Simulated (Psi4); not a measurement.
# InCl (SMILES [Cl][In]): a chain of runs

Aim: a geometry optimisation (singlet InCl, SVWN-RPA/def2-SVP), then a single-point energy (doublet InCl+, USVWN-RPA/def2-SVP), then a geometry optimisation (doublet InCl+, USVWN-RPA/def2-SVP), then a single-point energy (singlet InCl, SVWN-RPA/def2-SVP) of ClIn. 

The calculation is run with Psi4 1.11.

## (1) Starting point

InCl: 2 atoms, total charge 0, spin state singlet. As SMILES, `[Cl][In]`. Geometry: a GFN2-xTB relaxation, a rough one for these elements and not checked as a minimum. The run starts from this shape.

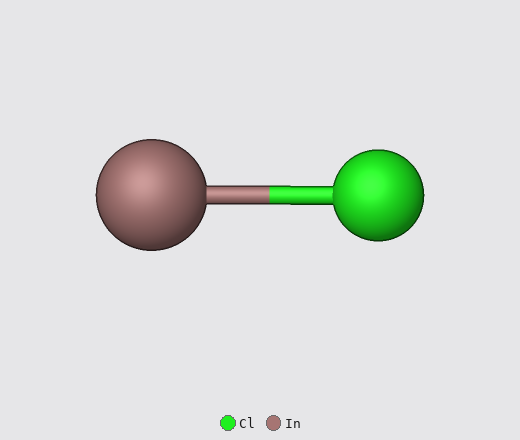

The structure, seen from a chosen angle (chlorine green, indium brown).

## (2) A geometry optimisation at SVWN-RPA/def2-SVP (density fitting, core potential) (run 1)

Contents of clin.inp:

```
memory 1600 mb

molecule {
  0 1
  Cl
  In 1 R2

  R2 = 2.38566
  units angstrom
  symmetry c1
}

set {
  basis def2-SVP
}

result = opt("svwn")
```

The run is started by

```
$ psi4 clin.inp clin.out -n 1
```

clin.out:

```text
[...]
  Running in c1 symmetry.
[...]
  Nuclear repulsion =   79.188259940305812
[...]
  Multiplicity = 1
[...]
  Nalpha       = 19
  Nbeta        = 19
[...]
    Number of basis functions: 44
[...]
   @DF-RKS iter   1:  -649.15024697718309   -8.95298e-01   8.61558e-03 ADIIS/DIIS
[...]
   @DF-RKS iter   8:  -649.22785009717722   -1.13687e-12   1.45635e-09 DIIS
[...]
    Orbital Energies [Eh]
    ---------------------
    Doubly Occupied:
       1A   -100.245554     2A     -9.107240     3A     -6.968654
       4A     -6.965552     5A     -6.965552     6A     -4.489730
       7A     -2.934986     8A     -2.934986     9A     -2.928594
      10A     -0.732459    11A     -0.709743    12A     -0.709742
      13A     -0.705089    14A     -0.705089    15A     -0.678285
      16A     -0.371750    17A     -0.271352    18A     -0.271352
      19A     -0.250405
[...]
  @DF-RKS Final Energy:  -649.22785009717722
   => Energetics <=
    Nuclear Repulsion Energy =             78.6950851488976326
    One-Electron Energy =               -1127.8428280157997960
    Two-Electron Energy =                 443.8268993677662593
    DFT Exchange-Correlation Energy =     -43.9070065980412423
    Empirical Dispersion Energy =           0.0000000000000000
    VV10 Nonlocal Energy =                  0.0000000000000000
    Total Energy =                       -649.2278500971772246
[...]
 Multipole Moments:
 ------------------------------------------------------------------------------------
     Multipole            Electronic (a.u.)      Nuclear  (a.u.)        Total (a.u.)
 ------------------------------------------------------------------------------------
 L = 1.  Multiply by 2.5417464519 to convert [e a0] to [Debye]
 Dipole X            :          0.0000000            0.0000000            0.0000000
 Dipole Y            :         -0.0000000            0.0000000           -0.0000000
 Dipole Z            :         37.9493580          -36.8985098            1.0508482
 Magnitude           :                                                    1.0508482
[...]
  -Total Gradient:
     Atom            X                  Y                   Z
    ------   -----------------  -----------------  -----------------
       1       -0.000000000003     0.000000000001    -0.000000512822
       2        0.000000000003    -0.000000000001     0.000077912848
[...]
    Final optimized geometry and variables:
    Molecular point group: c1
    Full point group: C_inf_v
    Geometry (in Angstrom), charge = 0, multiplicity = 1:
    CL
    IN            1          R2
    R2        =    2.4006107097
    Psi4 run time: 0:00:02.06
```

Standard output:

```text
Optimizer: Optimization complete!
```

Run time: 2.8 s. Hardware: 1 thread of Intel Xeon 6975P-C (Granite Rapids), shared host; peak memory 0.25 GiB.

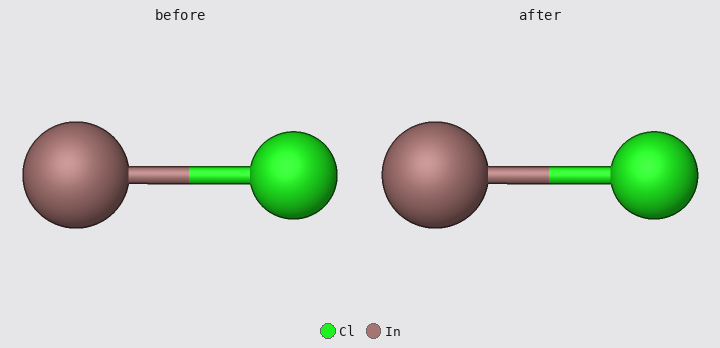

Before and after, at one scale.

After the run. Bond lengths: Cl1–In2 2.401 Å.

## (3) The doublet cation: the energy at USVWN-RPA/def2-SVP (density fitting, core potential) (run 2)

Contents of calc.dat:

```
memory 1.6 GB

molecule system {
  1 2
  Cl     0.000000     0.000000    -0.011462
  In     0.000000     0.000000     2.389148
  units angstrom
  symmetry c1
}

set {
  reference uks
}

E, wfn = energy("svwn/def2-SVP", return_wfn=True)
```

The run is started by

```
$ psi4 -n 1 calc.dat calc.out
```

calc.out:

```text
[...]
    !!!  WARNING: ECP capability is in beta. Please check occupations closely.  !!!
[...]
  Running in c1 symmetry.
[...]
  Nuclear repulsion =   78.695108413773994
[...]
  Multiplicity = 2
[...]
  Nalpha       = 19
  Nbeta        = 18
[...]
    Number of basis functions: 44
[...]
   @DF-UKS iter   1:  -648.83097505036744   -5.69905e-01   5.16059e-03 DIIS/ADIIS
[...]
   @DF-UKS iter   9:  -648.85419576953632   -5.53575e-09   3.71211e-07 DIIS
[...]
   @S^2 Observed:                7.513488532E-01
[...]
    Orbital Energies [Eh]
    ---------------------
    Alpha Occupied:
       1A   -100.532381     2A     -9.392284     3A     -7.262529
       4A     -7.247149     5A     -7.247149     6A     -4.777668
       7A     -3.221907     8A     -3.221907     9A     -3.219577
      10A     -1.017991    11A     -0.994634    12A     -0.994633
      13A     -0.994148    14A     -0.994148    15A     -0.958081
      16A     -0.641692    17A     -0.525136    18A     -0.524298
      19A     -0.524298
    Alpha Virtual:
      20A     -0.341603    21A     -0.341603    22A     -0.267044
      23A     -0.104630    24A     -0.056858    25A     -0.044539
[...]
  @DF-UKS Final Energy:  -648.85419576953632
   => Energetics <=
    Nuclear Repulsion Energy =             78.6951084137739940
    One-Electron Energy =               -1117.2477223185312596
    Two-Electron Energy =                 433.2929693624787433
    DFT Exchange-Correlation Energy =     -43.5945512272578313
    Empirical Dispersion Energy =           0.0000000000000000
    VV10 Nonlocal Energy =                  0.0000000000000000
    Total Energy =                       -648.8541957695363180
[...]
 Multipole Moments:
 ------------------------------------------------------------------------------------
     Multipole            Electronic (a.u.)      Nuclear  (a.u.)        Total (a.u.)
 ------------------------------------------------------------------------------------
 L = 1.  Multiply by 2.5417464519 to convert [e a0] to [Debye]
 Dipole X            :          0.0000014            0.0000000            0.0000014
 Dipole Y            :         -0.0000033            0.0000000           -0.0000033
 Dipole Z            :         37.9191627          -36.8984989            1.0206639
 Magnitude           :                                                    1.0206639
[...]
```

It took 1.7 s on 1 thread of Intel Xeon 6975P-C (Granite Rapids), shared host; peak memory 0.21 GiB.

## (4) The doublet cation: a geometry optimisation at USVWN-RPA/def2-SVP (density fitting, core potential) (run 3)

Contents of clin.inp:

```
memory 1.6 GB

molecule {
  1 2
  Cl     0.000000     0.000000    -0.011462
  In     0.000000     0.000000     2.389148
  symmetry c1
}

set {
  basis def2-SVP
  reference uks
}

E, wfn = optimize('svwn', return_wfn=True)
```

The run is started by

```
$ psi4 -i clin.inp -o clin.out -n 1
```

clin.out:

```text
[...]
    !!!  WARNING: ECP capability is in beta. Please check occupations closely.  !!!
[...]
  Running in c1 symmetry.
[...]
  Nuclear repulsion =   78.695108413773994
[...]
  Multiplicity = 2
[...]
  Nalpha       = 19
  Nbeta        = 18
[...]
    Number of basis functions: 44
[...]
   @DF-UKS iter   1:  -648.83097505036744   -5.69905e-01   5.16059e-03 ADIIS/DIIS
[...]
    !!!  WARNING: ECP capability is in beta. Please check occupations closely.  !!!
[...]
   @DF-UKS iter   7:  -648.85514640418864   -5.68434e-13   1.12609e-09 DIIS
[...]
   @S^2 Observed:                7.512111391E-01
[...]
  @DF-UKS Final Energy:  -648.85514640418864
   => Energetics <=
    Nuclear Repulsion Energy =             81.1661951226933098
    One-Electron Energy =               -1122.0658875422682286
    Two-Electron Energy =                 435.6522463692822384
    DFT Exchange-Correlation Energy =     -43.6077003538960355
    Empirical Dispersion Energy =           0.0000000000000000
    VV10 Nonlocal Energy =                  0.0000000000000000
    Total Energy =                       -648.8551464041886447
[...]
 Multipole Moments:
 ------------------------------------------------------------------------------------
     Multipole            Electronic (a.u.)      Nuclear  (a.u.)        Total (a.u.)
 ------------------------------------------------------------------------------------
 L = 1.  Multiply by 2.5417464519 to convert [e a0] to [Debye]
 Dipole X            :          0.0000000            0.0000000            0.0000000
 Dipole Y            :         -0.0000000            0.0000000           -0.0000000
 Dipole Z            :         36.7493060          -35.7751323            0.9741737
 Magnitude           :                                                    0.9741737
[...]
  -Total Gradient:
     Atom            X                  Y                   Z
    ------   -----------------  -----------------  -----------------
       1       -0.000000000000     0.000000000000     0.000087017888
       2        0.000000000000     0.000000000000     0.000023352670
[...]
    Final optimized geometry and variables:
    Molecular point group: c1
    Full point group: C_inf_v
    Geometry (in Angstrom), charge = 1, multiplicity = 2:
    CL           0.000000000000     0.000000000000    -1.784457578093
    IN           0.000000000000     0.000000000000     0.543066385838
    Psi4 run time: 0:00:04.63
[...]
```

On the terminal:

```text
Optimizer: Optimization complete!
```

Wall time 5.4 s (1 thread of Intel Xeon 6975P-C (Granite Rapids), shared host); peak memory 0.25 GiB.

Steps, from the record of the run:

```csv
step,energy from the first frame kept (eV),largest force (eV/Å)
0,0.0000,0.6637
1,-0.0247,0.1575
2,-0.0258,0.0386
3,-0.0259,0.0104
4,-0.0259,0.0045
```

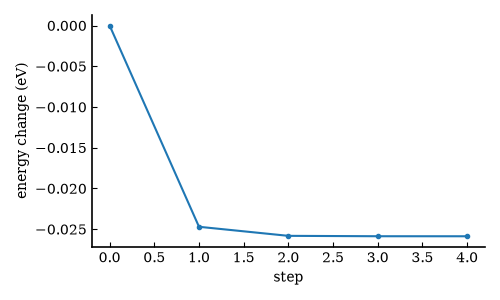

Energy along the run.

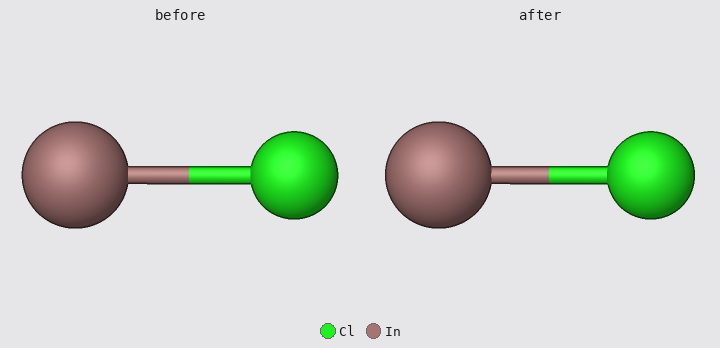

Before and after, at one scale.

After the run. Bond lengths: Cl1–In2 2.328 Å.

## (5) The energy at SVWN-RPA/def2-SVP (density fitting, core potential) (run 4)

Contents of clin.dat:

```
memory 1.6 GB

molecule {
  0 1
  Cl     0.000000     0.000000     0.044571
  In     0.000000     0.000000     2.372095
  symmetry c1
}

set basis def2-SVP

energy_value = energy('svwn')
print_variables()
```

The run is started by

```
$ psi4 -n 1 clin.dat clin.out
```

clin.out:

```text
[...]
    !!!  WARNING: ECP capability is in beta. Please check occupations closely.  !!!
[...]
  Running in c1 symmetry.
[...]
  Nuclear repulsion =   81.166193864892477
[...]
  Multiplicity = 1
[...]
  Nalpha       = 19
  Nbeta        = 19
[...]
    Number of basis functions: 44
[...]
   @DF-RKS iter   1:  -649.14900484781003   -8.74904e-01   8.65240e-03 ADIIS/DIIS
[...]
   @DF-RKS iter   8:  -649.22662494376323   -2.33665e-08   5.36834e-07 DIIS
[...]
    Orbital Energies [Eh]
    ---------------------
    Doubly Occupied:
       1A   -100.251800     2A     -9.114451     3A     -6.975697
       4A     -6.972685     5A     -6.972685     6A     -4.486491
       7A     -2.931734     8A     -2.931734     9A     -2.925657
      10A     -0.742733    11A     -0.706582    12A     -0.706581
      13A     -0.702625    14A     -0.702625    15A     -0.677464
      16A     -0.376809    17A     -0.280036    18A     -0.280036
      19A     -0.248156
[...]
  @DF-RKS Final Energy:  -649.22662494376323
   => Energetics <=
    Nuclear Repulsion Energy =             81.1661938648924774
    One-Electron Energy =               -1132.6926175699456962
    Two-Electron Energy =                 446.2197551570237124
    DFT Exchange-Correlation Energy =     -43.9199563957335641
    Empirical Dispersion Energy =           0.0000000000000000
    VV10 Nonlocal Energy =                  0.0000000000000000
    Total Energy =                       -649.2266249437632268
[...]
 Multipole Moments:
 ------------------------------------------------------------------------------------
     Multipole            Electronic (a.u.)      Nuclear  (a.u.)        Total (a.u.)
 ------------------------------------------------------------------------------------
 L = 1.  Multiply by 2.5417464519 to convert [e a0] to [Debye]
 Dipole X            :         -0.0000006            0.0000000           -0.0000006
 Dipole Y            :         -0.0000017            0.0000000           -0.0000017
 Dipole Z            :         36.6537735          -35.7751329            0.8786407
 Magnitude           :                                                    0.8786407
[...]
```

It took 1.6 s on 1 thread of Intel Xeon 6975P-C (Granite Rapids), shared host; peak memory 0.21 GiB.

## (6) Summary of results

```
                                                               quantity          value
                      run 1, SVWN-RPA/def2-SVP: total energy at the end  -649.22785 Eh
                                run 1, SVWN-RPA/def2-SVP: dipole moment         2.67 D
                                  run 1, SVWN-RPA/def2-SVP: HOMO energy       -6.81 eV
                                  run 1, SVWN-RPA/def2-SVP: LUMO energy       -2.94 eV
                                run 1, SVWN-RPA/def2-SVP: HOMO–LUMO gap        3.87 eV
                                  run 1, SVWN-RPA/def2-SVP: bond length        2.401 Å
                                    doublet cation, run 2: total energy  -648.85420 Eh
              doublet cation, run 2: HOMO energy (highest over α and β)      -14.05 eV
               doublet cation, run 2: LUMO energy (lowest over α and β)      -13.56 eV
                                            doublet cation, run 2: ⟨S²⟩          0.751
                         doublet cation, run 3: total energy at the end  -648.85515 Eh
              doublet cation, run 3: HOMO energy (highest over α and β)      -14.24 eV
               doublet cation, run 3: LUMO energy (lowest over α and β)      -13.50 eV
                                     doublet cation, run 3: bond length        2.328 Å
                                            doublet cation, run 3: ⟨S²⟩          0.751
                                 run 4, SVWN-RPA/def2-SVP: total energy  -649.22662 Eh
                                run 4, SVWN-RPA/def2-SVP: dipole moment         2.23 D
                                  run 4, SVWN-RPA/def2-SVP: HOMO energy       -6.75 eV
                                  run 4, SVWN-RPA/def2-SVP: LUMO energy       -2.85 eV
                                run 4, SVWN-RPA/def2-SVP: HOMO–LUMO gap        3.90 eV
adiabatic ionisation energy (to the doublet cation, no zero-point term)      10.142 eV
```

What this shows: The adiabatic ionisation energy (to the doublet cation, no zero-point term) is 10.14 eV (979 kJ/mol). The optimisation (run 1, SVWN-RPA/def2-SVP) took 2 steps and changed the energy by -0.001 eV. The optimisation (doublet cation, run 3) took 5 steps and changed the energy by -0.026 eV.
